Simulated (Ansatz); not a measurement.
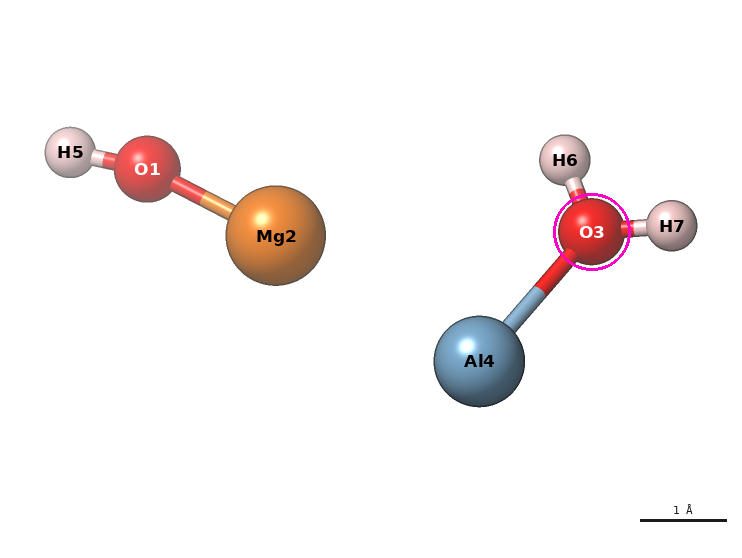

Orthographic view. Depth is shown by fading: the farther an atom, the more it takes the colour of the background. The geometry was computed by an optimisation with PBE0-D4/def2-TZVP. No frequency run is at hand to confirm it as a minimum.

Name the neighbours of the circled atom.

The circled atom is O3; it is bonded to Al4, H6, H7.

Which two atoms are farthest apart in space?

H5 and H7, 7.19 Å.

Which atom is nearest the viewer?

Al4, 1.1 Å in front of the mean position.
